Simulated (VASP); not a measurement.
Band structure of SiO$_{2}$ (space group P4_2/mnm). Method: PBE GGA, VASP's PBE PAW potentials (set 64) (plane waves; VASP).

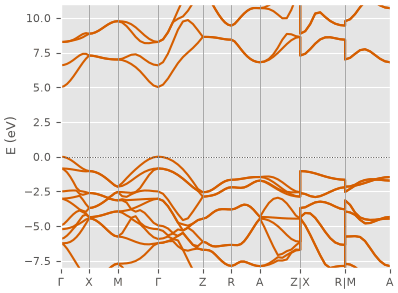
Figure: Bands along high-symmetry lines, zero at the valence-band maximum or, without a gap, the Fermi level

Problem. Read the plot: is there a gap, and where are the band edges?

Solution. The gap is direct, 5.02 eV, from the valence maximum at Γ to the conduction minimum at Γ. (Edges off the drawn lines would not show.)

The structure comes from a computed database's SiO2 entry (P4_2/mnm); how it stands against other phases isn't given here. The cell was not relaxed at this level.
